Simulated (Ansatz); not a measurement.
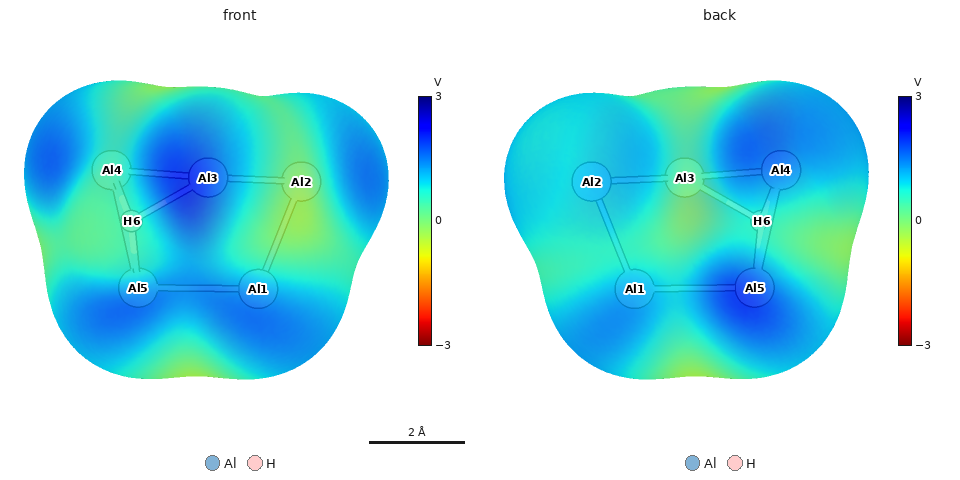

The picture shows: Al$_{5}$H. The electrostatic potential painted on the density surface at 0.004 e/bohr³, seen from the front and from behind; the colour scale runs from red (negative) to blue (positive).

Geometry: PBE0-D4/def2-SVP.

Level of theory: Ansatz 0.2.0, RKS PBE0-D4/def2-TZVP.

```yaml
atoms:
  - { symbol: Al, position_ang: [-1.4700, 1.3166, -0.3751] }
  - { symbol: Al, position_ang: [-0.1467, 1.8561, 1.7606] }
  - { symbol: Al, position_ang: [1.1244, 0.6732, -0.0665] }
  - { symbol: Al, position_ang: [0.9547, -1.7984, 0.5365] }
  - { symbol: Al, position_ang: [-1.1734, -1.2337, -0.7500] }
  - { symbol: H, position_ang: [0.7110, -0.8138, -1.1054] }
```

### Describe the electrostatic potential map.

The most negative region (about −0.4 V) lies over H6, the most positive (about +2.0 V) over Al3 and Al5.
